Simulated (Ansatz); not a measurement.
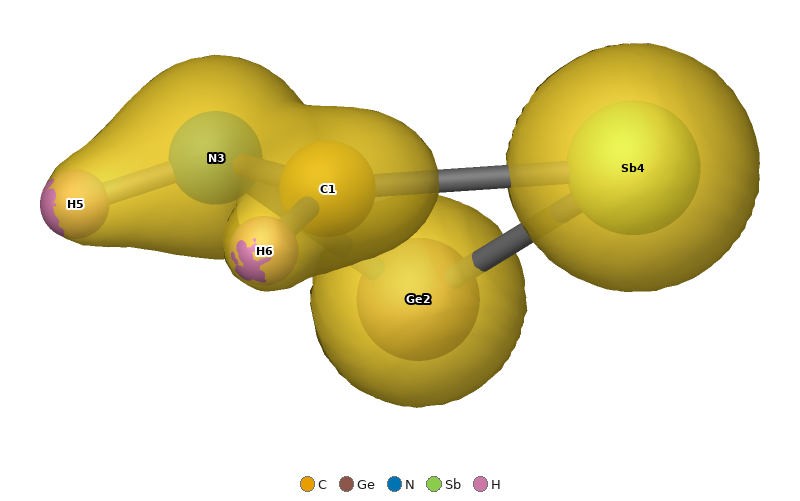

CH₂GeNSb. Isosurface of the electron density at 1 e/Å³ (yellow), seen from one side.

Geometry: r2SCAN-D4/def2-SVP; core potentials replace the inner electrons of Sb.

Level of theory: Ansatz 0.2.0, isolated molecule in a Gaussian basis; Kohn-Sham density functional theory, functional PBE0.

Input file:

```
crystal:
  periodic: [false, false, false]
  atoms:
    - {symbol: C, position_ang: [0.529693, -0.480595, 0.233481]}
    - {symbol: Ge, position_ang: [0.286238, -0.950921, -2.106148]}
    - {symbol: N, position_ang: [-0.390029, -1.336822, -0.217477]}
    - {symbol: Sb, position_ang: [0.888402, 1.264948, -0.948911]}
    - {symbol: H, position_ang: [-0.368373, -2.271943, 0.208227]}
    - {symbol: H, position_ang: [1.198944, -0.781009, 1.062292]}
basis:
  gaussian:
    orbitals: def2-TZVPD
hamiltonian:
  xc: {name: PBE0}
output: {forces: true, orbitals: {seedname: orbitals}}
```

Launched as:

```sh
ansatz run input.yaml --threads 1 --pin off --max-ram 2610MiB --events-out events.jsonl --progress --plain --runs-dir runs
```

Q: How is the density connected at this value?

A: At this value the surface falls into three separate pieces. It bridges the sampled C–N (1.34 Å) contacts, where the density stays above the isovalue. It is pinched off along the sampled Ge–N (2.04 Å), C–Sb (2.14 Å) and Ge–Sb (2.57 Å) contacts. On the grid the lowest density along these lines, outside the cores, is 2.3 e/Å³ (C–N, 1.34 Å), 0.59 e/Å³ (Ge–N, 2.04 Å), 0.72 e/Å³ (C–Sb, 2.14 Å) and 0.48 e/Å³ (Ge–Sb, 2.57 Å).
